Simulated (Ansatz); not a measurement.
TaN (rock salt): scan of one atom of the cell

Starting cell, TaN (rock salt):

```yaml
crystal:
  lattice:
    - [0.00000, 2.20852, 2.20852]
    - [2.20852, 0.00000, 2.20852]
    - [2.20852, 2.20852, 0.00000]
  atoms:
    - { symbol: N, position: [0.00000, 0.00000, 0.00000] }
    - { symbol: Ta, position: [0.50000, 0.50000, 0.50000] }
```

Scan: atom 2 (Ta, nearest neighbour N at 2.209 Å; its periodic images, 3.1 Å or more away, move with it) is displaced along Cartesian x, direction (1.000, 0.000, 0.000) in Cartesian axes, by s. The other atoms stay.

Computed with PBE (plane waves to 420 eV, PAW, scalar-relativistic; Ansatz, a program for electronic structure). k mesh 15×15×15 (Γ-centred), Fermi-Dirac smearing 0.05 eV. The energy includes the smearing's −TS. Stress and pressure are positive under compression. Left out: 2 of 11 points, with atoms too close for the PAW data. With partly filled bands, energies and forces of such displacements shift with the k mesh and the smearing. Spin-orbit coupling is left out, though Ta is heavy. TaN is run without spin polarisation. TaN was relaxed with its symmetry unable to fall. This is a high-temperature form of TaN. ΔE is measured from the undisplaced structure.

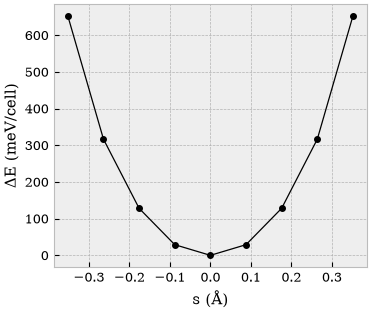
Figure: ΔE (meV/cell) against s (Å); one marker a computed point.

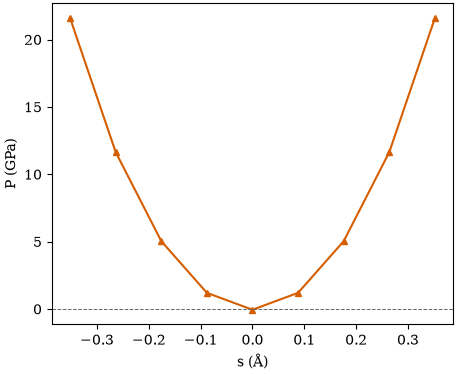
Figure. P (GPa) against s (Å); one marker a computed point.

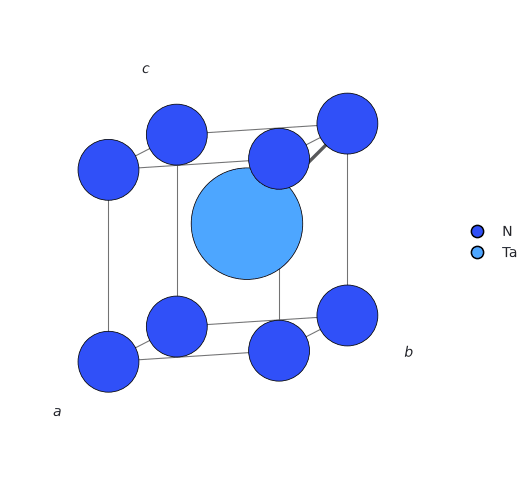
Fig. 1. The cell of the calculation at s = 0.352 Å.

The force constant k = d²E/ds² at s = 0 (finite differences) is 7.41 eV/Å² and the energy at s = 0.352 Å comes out as 653 meV/cell. Symmetry of the curve: even: the same for both signs. Shape of the curve: a single well with its minimum at or next to zero displacement. Harmonic estimate at the end of the scan: ½ks² = 459 meV/cell against the computed 653 meV/cell, so the well is stiffer than harmonic there.

With its periodic images moving along, the atom's site symmetry in this cell is m-3m.

(A displaced cell: forces are minus the slopes of the energy, force constants its curvatures, and phonons follow from these.)
